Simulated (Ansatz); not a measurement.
**A computed series for ZnS: pressure series**

The reference is ZnS in the zinc blende structure (space group F-43m, No. 216; a = 5.297 Å).

Cell and atoms are relaxed at each pressure.

Computed with LDA (Ansatz, an electronic-structure program, PAW, without spin-orbit coupling).

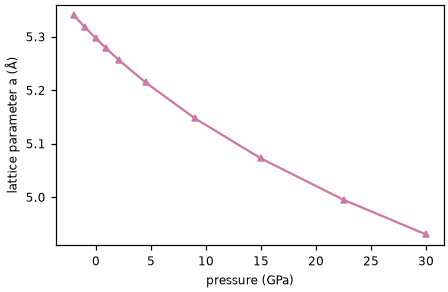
Lattice parameter a against pressure

| pressure (GPa) | lattice parameter a |
|---|---|
| -2 | 5.340 Å |
| -1 | 5.317 Å |
| 0.9 | 5.279 Å |
| 2.1 | 5.256 Å |
| 4.5 | 5.215 Å |
| 9 | 5.147 Å |
| 15 | 5.072 Å |
| 22.5 | 4.995 Å |
| 30 | 4.930 Å |

Load acts through the strain it causes; cell and atoms are relaxed under it. Whether these cells are dynamically stable was not tested. Measured, ZnS leaves this structure (for rock salt) near 14.7 GPa (temperature not stated; as listed in Datta, Sujoy, Jana, Debnarayan, arXiv (2020)), on rising pressure, with hysteresis.
